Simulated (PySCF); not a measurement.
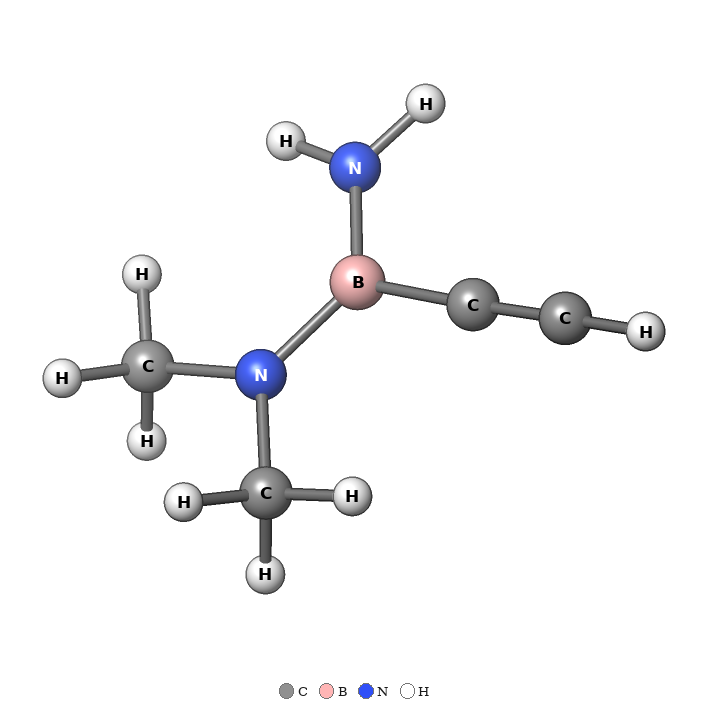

A ball-and-stick model of a molecule.

The computed structure is the end point of a GFN2-xTB optimisation. No frequency run is at hand to confirm it as a minimum.

What does the picture show?

It has 16 atoms: 4 carbon, 9 hydrogen, 1 boron and 2 nitrogen (C₄H₉BN₂). SMILES: `C#CB(N)N(C)C`. It has no ring. Among its groups: alkyne. Coordination: 2 C linear; 1 B trigonal planar; 2 N trigonal planar; 2 C tetrahedral.

More results for the same structure follow; atom numbers are the same in all pictures, views and colours differ.

### Geometry

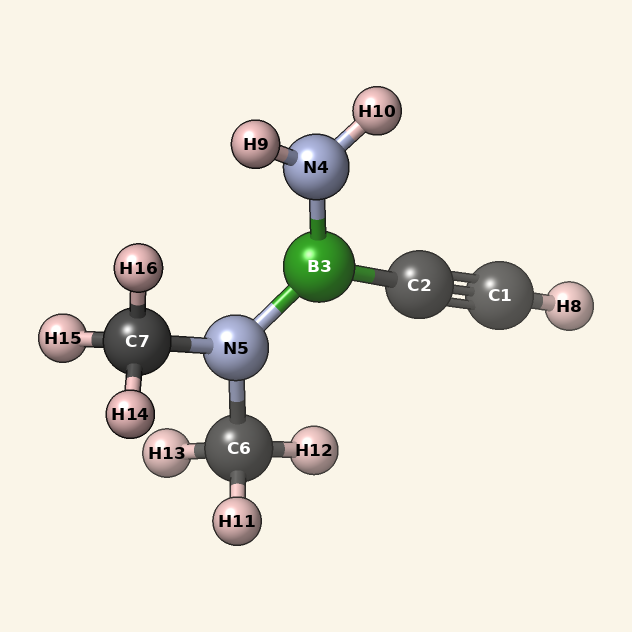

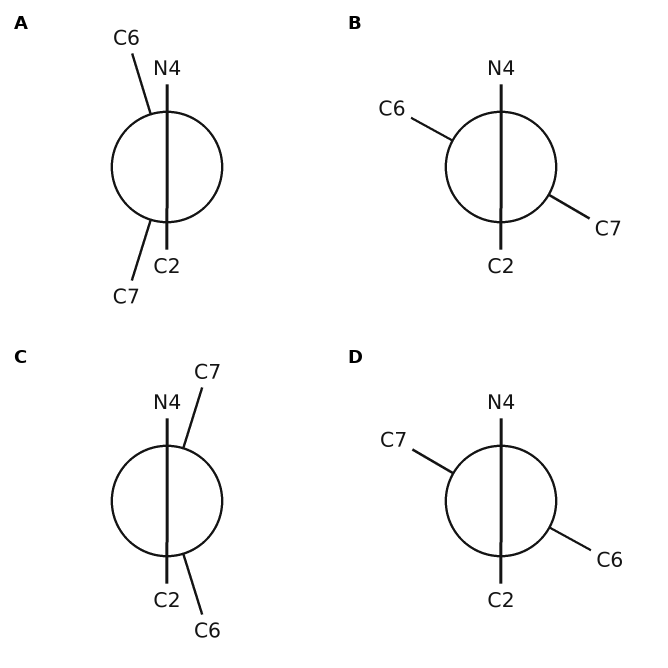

Distant atoms are faded towards the background colour. Bonds that would overlap in a projection are set slightly apart. No frequency run is at hand to confirm it as a minimum.

**Which Newman projection shows the view along B3–N5, with B3 in front?**

C. The torsion angle N4–B3–N5–C6 is 179°, antiperiplanar (anti).

### Polarisability

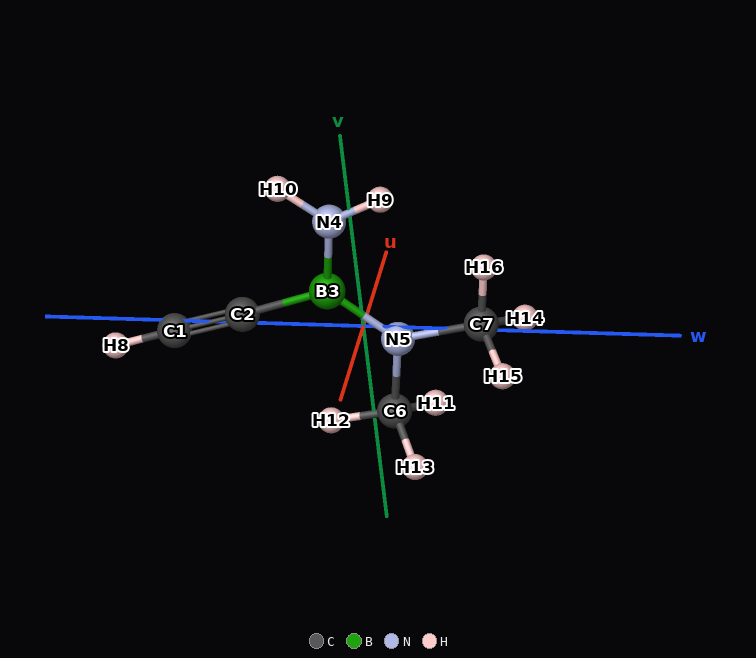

The lines u, v and w are the principal axes of the static dipole polarisability. No frequency run is at hand to confirm it as a minimum. Computed with PBE0/def2-SVPD (PySCF 2.14.0).

**Along which axis is the molecule most polarisable, and along which least?**

Most along w (close to the long direction C1···C7), least along u.

**Give the three principal values.**

u 56.6, v 80.3, w 100.0 bohr³; mean 79.0, anisotropy 37.6 bohr³.

### Electronic properties

No frequency run is at hand to confirm it as a minimum. Properties computed with PBE0/def2-SVPD, gas phase (PySCF 2.14.0). Excitations: vertical, linear response.

**What is the LUMO energy (Kohn–Sham orbital)?**

0.20 eV.

**What is the brightest of the 6 lowest singlets?**

5.73 eV.

**What is the lowest vertical singlet excitation?**

5.66 eV.

**Estimate the HOMO energy (Kohn–Sham orbital).**

−6.39 eV.

### Quadrupole coupling

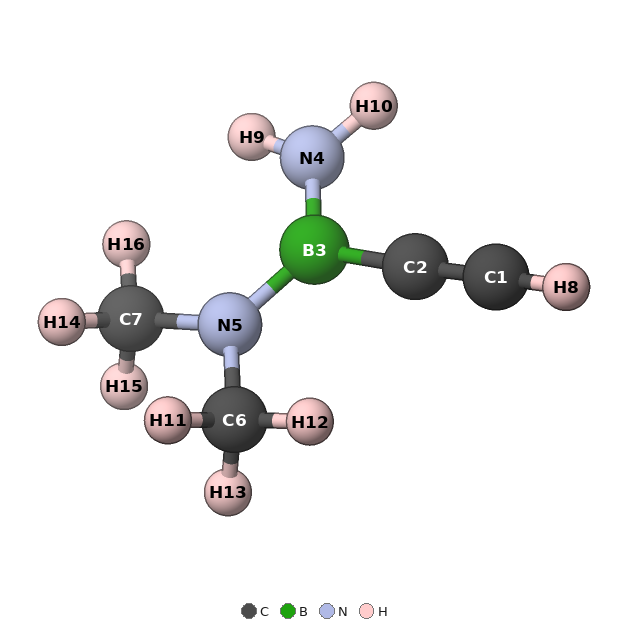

No frequency run is at hand to confirm it as a minimum. Electric field gradients from the ground-state density, PBE0/pcSseg-1 (PySCF 2.14.0), non-relativistic apart from any core potentials.

Give the largest field-gradient component, the quadrupole coupling constant and the asymmetry for 11B at B3 (Q = 40.59 mb), 14N at N4 (Q = 20.44 mb), 14N at N5 (Q = 20.44 mb).

| atom | V_zz (a.u.) | e²qQ/h (MHz) | η |
| --- | --- | --- | --- |
| B3 | 0.275 | 2.62 | 0.17 |
| N4 | −0.842 | −4.04 | 0.41 |
| N5 | −0.934 | −4.49 | 0.49 |

The geometry is semi-empirical. Around B such bond lengths and angles can be off by a tenth of an ångström or more and by several degrees, and values that hang on the shape move with them.
